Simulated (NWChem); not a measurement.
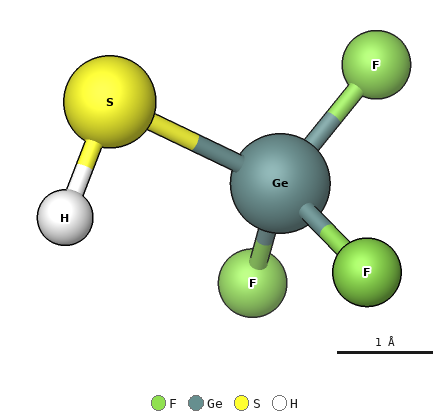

**Figure 1.** The structure (ball-and-stick view, seen at a tilt). Sticks mark near contacts. Bond lengths as drawn: F–Ge 1.71 Å, Ge–S 2.17 Å and H–S 1.35 Å.

## GeHSF$_{3}$: energy and gradient calculation

- system: GeHSF$_{3}$, SMILES [F][Ge]([F])([F])[SH]
- method: B3LYP/6-31G*, RKS (NWChem 7.3.0)

The geometry comes from this level: PBE0-D4/def2-TZVP.

Input file
```python
from ase import Atoms
from ase.calculators.nwchem import NWChem

atoms = Atoms('FGeFFSH', positions=[
    [-0.787500, -1.054000, 1.261100],
    [0.246500, -0.390900, 0.074400],
    [1.843600, -0.808000, 0.501500],
    [-0.134000, -1.247800, -1.353100],
    [0.092600, 1.760800, -0.120000],
    [-1.219100, 1.675900, -0.410300],
])

calc = NWChem(
    label='f3gehs',
    theory='dft',
    memory='2200 mb',
    basis='6-31G*',
    basispar='spherical bse',
    dft={'xc': 'b3lyp', 'mult': '1', 'grid': 'fine', 'convergence': 'energy 1e-08', 'iterations': '100', 'mulliken': None},
)
atoms.calc = calc

forces = atoms.get_forces()
print("Total energy (eV):", round(atoms.get_potential_energy(), 6))
print("forces (eV/A):")
for s, f in zip(atoms.symbols, forces):
    print(f"{s:2s} {f[0]:10.5f} {f[1]:10.5f} {f[2]:10.5f}")
print("dipole (e A):", atoms.get_dipole_moment().round(4))
```

File f3gehs.nwi
```
title "f3gehs"

permanent_dir f3gehs

scratch_dir f3gehs

start f3gehs

geometry units angstrom nocenter noautosym noautoz
  F  -7.8749999999999998e-01 -1.0540000000000000e+00 1.2611000000000001e+00
  Ge 2.4650000000000000e-01 -3.9090000000000003e-01 7.4399999999999994e-02
  F  1.8435999999999999e+00 -8.0800000000000005e-01 5.0149999999999995e-01
  F  -1.3400000000000001e-01 -1.2478000000000000e+00 -1.3531000000000000e+00
  S  9.2600000000000002e-02 1.7607999999999999e+00 -1.2000000000000000e-01
  H  -1.2191000000000001e+00 1.6758999999999999e+00 -4.1030000000000000e-01
end

memory 2200 mb

basis spherical bse noprint
   * library 6-31G*
end

dft
  xc b3lyp
  mult 1
  grid fine
  convergence energy 1e-08
  iterations 100
  mulliken
end

task dft gradient
```

Machine: 1 thread of AMD EPYC (Zen 5), 16 GiB of memory available, shared host.

Command:
```bash
export ASE_NWCHEM_COMMAND="nwchem PREFIX.nwi > PREFIX.nwo"
python run.py
```

Output
```
Total energy (eV): -75516.906776
forces (eV/A):
F    -0.34710   -0.20111    0.39415
Ge    0.05656    0.04299    0.01034
F     0.51592   -0.13858    0.13879
F    -0.13097   -0.26698   -0.48002
S     0.07338    0.51525   -0.02047
H    -0.16779    0.04834   -0.04273
dipole (e A): [-0.2413  0.4135 -0.0855]
```

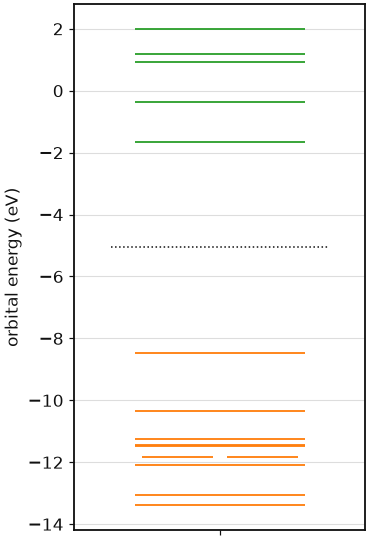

**Figure 2.** Orbital energies near the frontier; the dotted line parts filled from empty levels, and levels within 0.02 eV of each other stand side by side. Highest filled −8.46 eV, lowest empty −1.66 eV, 6.80 eV apart.

Summary

| quantity | value |
| --- | --- |
| outcome | converged |
| total energy | −2775.195159 hartree |
| basis functions | 94 |
| largest force | 0.565 eV/Å |
| HOMO | −8.46 eV |
| LUMO | −1.66 eV |
| dipole moment | 2.34 D |
| wall time | 20 s |
| peak memory | 0.12 GiB |
